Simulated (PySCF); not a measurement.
Benzodithiophene, SMILES c1cc2cc3sccc3cc2s1, singlet at its GFN2-xTB optimised geometry (Å):

```
18

C      1.5634    -3.0986     0.0000
C      2.1049    -1.8646     0.0000
C      1.1233    -0.8280     0.0000
C      1.3129     0.5503     0.0000
C      0.1928     1.3544     0.0000
S      0.1701     3.0986     0.0000
C     -1.5634     3.0986     0.0000
C     -2.1049     1.8646     0.0000
C     -1.1233     0.8280     0.0000
C     -1.3129    -0.5503     0.0000
C     -0.1928    -1.3544     0.0000
S     -0.1701    -3.0986     0.0000
H      2.0716    -4.0433     0.0000
H      3.1629    -1.6724     0.0000
H      2.3059     0.9714     0.0000
H     -2.0716     4.0433     0.0000
H     -3.1629     1.6724     0.0000
H     -2.3059    -0.9714     0.0000
```

Method: B3LYP/def2-SVP in PySCF.

Map of the deformation density (molecule minus spherical neutral atoms) (e/bohr³) on the plane z = 0.6 Å:

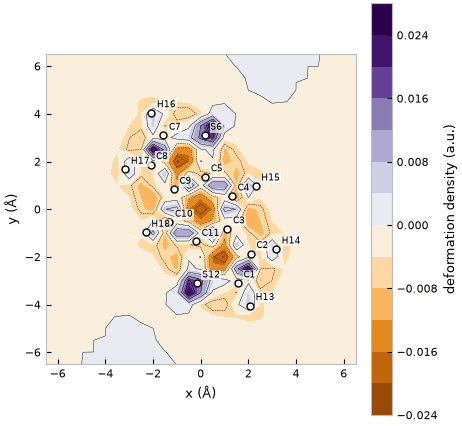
Figure: Deformation density (molecule minus spherical neutral atoms) (e/bohr³) on the plane z = 0.6 Å.
